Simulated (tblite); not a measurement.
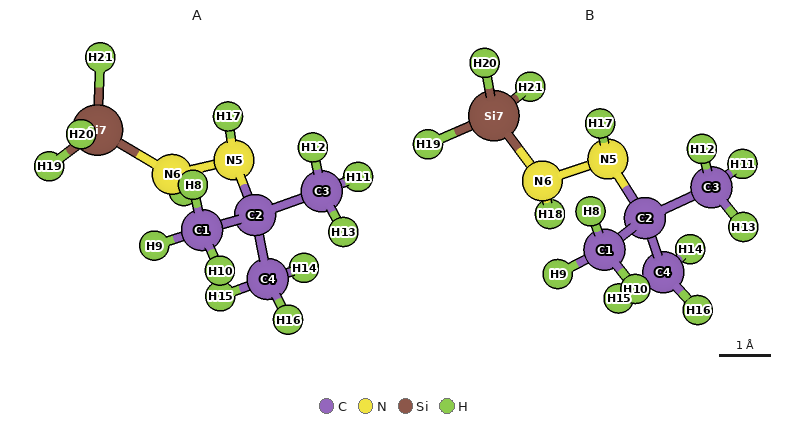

Two geometries of C₄H₁₄N₂Si, drawn at one scale. One is the start of a relaxation, the other its converged end. Style: ball-and-stick. Shown from a free direction.

All numbers below come from GFN2-xTB geometry optimisation, gas phase (tblite). 

Which one is relaxed?

Answer. Structure A is the relaxed one. After 146 geometry steps the energy has fallen by 8.24 kcal/mol. H20 moves most after the best rigid fit: 1.59 Å. Largest moves by element: H 1.59 Å, N 0.69 Å, Si 0.46 Å, C 0.45 Å. Near-neighbour distances that change, for instance: N5–N6 1.467 → 1.425 Å, C2–N5 1.497 → 1.471 Å, Si7–H20 1.490 → 1.465 Å, C1–H10 1.106 → 1.087 Å. Among the angles between lasting bonds that change: Si7–N6–H18 105.6° → 118.4°, N5–N6–Si7 114.3° → 124.3°, N6–Si7–H21 108.3° → 115.2°. Cost: 3.2 s on 1 thread of Intel(R) Xeon(R) Processor @ 2.50GHz, on a shared host.
